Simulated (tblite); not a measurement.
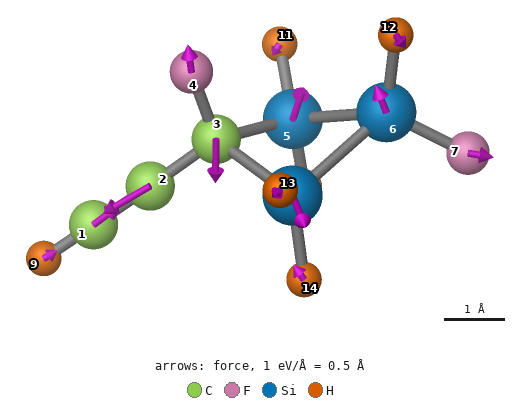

Starting geometry of C$_{3}$H$_{6}$F$_{2}$Si$_{3}$ with the computed forces as purple arrows. Style: ball-and-stick. Shown from a free direction.

Theory: GFN2-xTB geometry optimisation, gas phase in tblite. 

**Is this structure relaxed? If not, where do the atoms go?**

It isn't relaxed: the largest force vector, on a Si atom, is 2.29 eV/Å. The final displacements have little in common with the starting forces (cosine between the two patterns 0.20). The largest move after the best rigid fit is that of an H atom, 0.66 Å. By element the largest moves are H 0.66 Å, F 0.32 Å, C 0.26 Å, Si 0.25 Å. Some distances before and after: Si–Si 2.771 → 3.106 Å, Si–Si 2.273 → 2.342 Å, C–F 1.366 → 1.429 Å, C–Si 1.924 → 1.975 Å. Among the angles between lasting bonds that change: F–Si–H 113.4° → 99.2°, Si–C–Si 91.8° → 103.7°, Si–Si–H 114.4° → 123.1°. The energy falls by 63.1 kJ/mol in 83 geometry steps.
